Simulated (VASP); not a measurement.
Band structure of CaS (rock salt). Calculation: PBE GGA with D3 dispersion (Becke-Johnson damping), VASP's PBE PAW potentials (set 64) (plane waves; VASP 6.6.1).

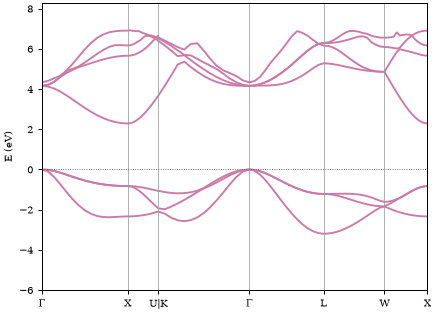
Figure: Bands along high-symmetry lines, zero at the valence-band maximum or, without a gap, the Fermi level

Q: Read the plot: is there a gap, and where are the band edges?

A: The gap is indirect, 2.29 eV, from the valence maximum at Γ to the conduction minimum at X. (Edges off the drawn lines would not show.)

Measured: gap 4.43 eV (computed value off by -2.14 eV), as given by David Waroquiers et al., Physical Review B (2013), arXiv:1302.6756.

The compound is CaS in the rock salt structure. It was relaxed first.
